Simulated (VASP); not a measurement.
Band structure of RuAl (CsCl type). Calculation: revTPSS meta-GGA, VASP's PBE PAW potentials (set 64) (plane waves; VASP).

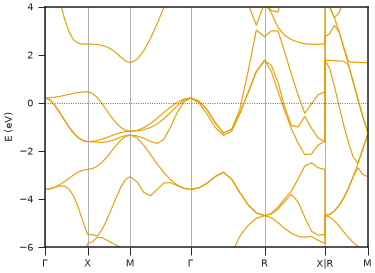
Figure: Bands along high-symmetry lines, zero at the valence-band maximum or, without a gap, the Fermi level

Problem. Read the plot: is there a gap, and where are the band edges?

Solution. It has no gap at this level: it comes out as a metal or semimetal.

The compound is RuAl in the CsCl type structure. It was relaxed first. The electron count is odd and the run is not spin-polarised, which forces a metal.
